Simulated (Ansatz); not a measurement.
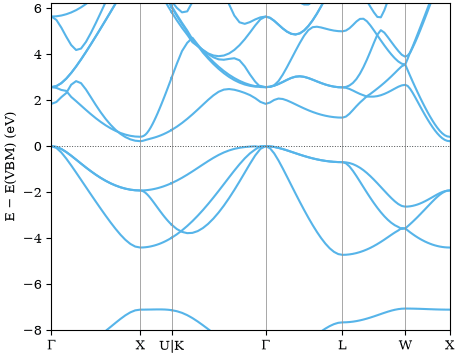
Fig. 1. Band structure from the program Ansatz at the PBE level (PAW)

Task: Read off the gap and where the band edges lie.

Result: About 0.2 eV (0.22 eV by a search for the band edges); maximum at Γ, minimum at X.

Task: Which of these materials gives this?
(A) TePb, rock salt
(B) Mg2Si, fluorite or antifluorite type
(C) BaTe, rock salt
(D) MgSe, rock salt

Result: B, Mg2Si, fluorite or antifluorite type

Space group Fm-3m (fluorite or antifluorite type). Symmetry was held in the PBE relaxation.

Potentials: the later of the program's two PAW sets.
